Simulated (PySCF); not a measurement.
**C2H10AsPSi3 (SMILES C#C[SiH2][As]([SiH3])[SiH2]P): density, localisation and related maps**

The calculation's input:

```
{"job": {"kind": "uv", "xc": "CAM-B3LYP", "basis": "def2-SVPD", "dynamic": true, "nstates": 6, "ntriplets": 0}, "charge": 0, "multiplicity": 1}
C      3.254111    -0.524813    -0.916272
C      2.849773     0.012581     0.098949
Si     2.140704     0.826546     1.579825
As    -0.191344     1.164086     1.386262
Si    -0.127429     1.574232    -0.952236
Si    -0.700462    -1.128038     1.099032
P     -2.666607    -1.170237    -0.031561
H      3.620090    -0.997336    -1.810753
H      2.404742    -0.021297     2.779469
H      2.791609     2.157814     1.752022
H      0.927945     2.596691    -1.222529
H     -1.457254     2.122835    -1.350983
H      0.153721     0.335322    -1.736285
H     -0.768980    -1.773903     2.446501
H      0.316157    -1.841851     0.267388
H     -3.423060    -0.718000     1.092855
H     -2.917553    -2.553024     0.229064
```

Launched as:

```sh
OMP_NUM_THREADS=1 python probes_run.py task.json out
```

Geometry: PBE0-D3(BJ)/def2-SVP.

The calculation used PySCF, CAM-B3LYP/def2-SVPD, SCF density, gas phase.

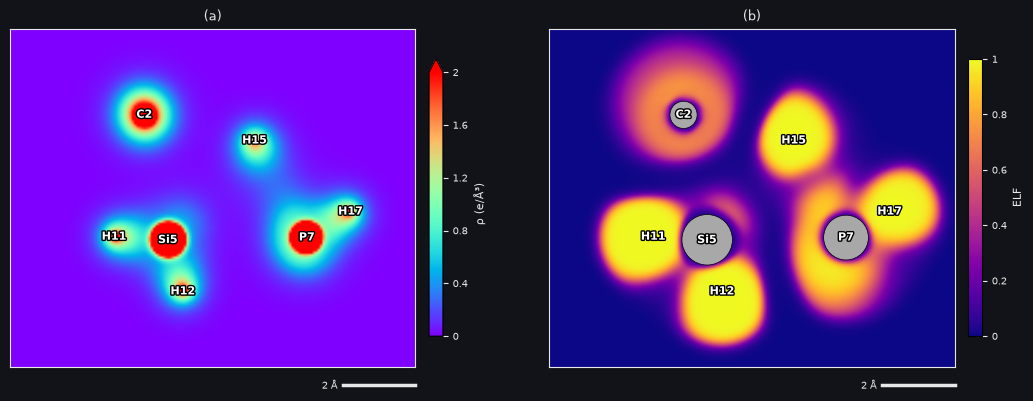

Figure 1. (a) electron density; (b) electron localisation function on the plane of atoms H11, Si5 and H12. Grey discs cover the atomic cores in the ELF map.

> What do the fields say about this system?

Atoms in the plane: C, Si, P and H.
P–H (1.43 Å): ρ at the midpoint is about 1 e/Å³; the ELF climbs to about 1 towards the hydrogen, as it does in any bond to H.
Si–H (1.49 Å): ρ at the midpoint is about 0.77 e/Å³; the ELF climbs to about 1 towards the hydrogen.
The ELF also peaks beside P7, away from the bonds: lone-pair regions.

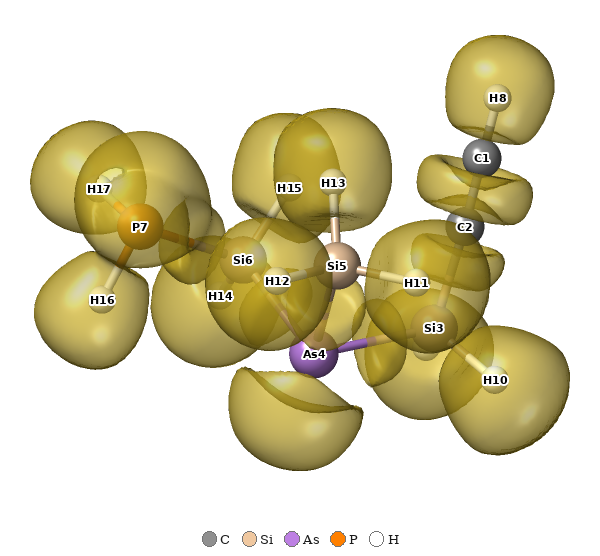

Figure 2. Isosurface of the electron localisation function at 0.75 (yellow), seen from one side. Only the valence region is drawn (cores and ρ < 0.01 e/Å³ removed).

> Identify the bonds, lone pairs and shells in this picture.

At this value the surface marks out three regions between bonded As–Si atoms (shared pairs), one region between bonded C–C atoms (shared pairs), one region between bonded C–Si atoms (shared pairs), eight regions around hydrogen nuclei, one lobe on As, pointing away from the bonds (lone pairs) and one joined region spread over several atoms (H, P), in which their bonds and any lone pairs are merged. Along the contacts the grid gives the following. C–C (1.22 Å): the ELF peaks at about 0.85 between the atoms: a short, multiple covalent bond. C–Si (1.83 Å): the ELF peaks at about 0.95 between the atoms, as expected for localised, covalent bonding.

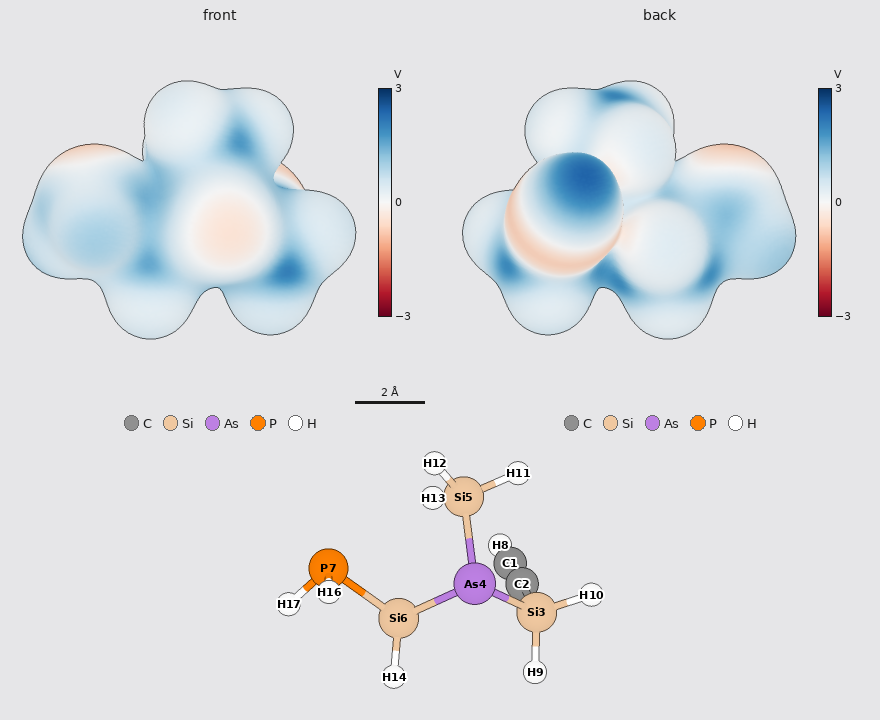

Figure 3. The molecular electrostatic potential painted on the density surface at 0.004 e/bohr³, seen from the front and from behind; red is negative and blue positive. The bare structure is drawn below in the same view.

> Describe the electrostatic potential map.

The most negative region (about −0.7 V) lies over C1, C2 and P7, the most positive (about +2.3 V) over H8.
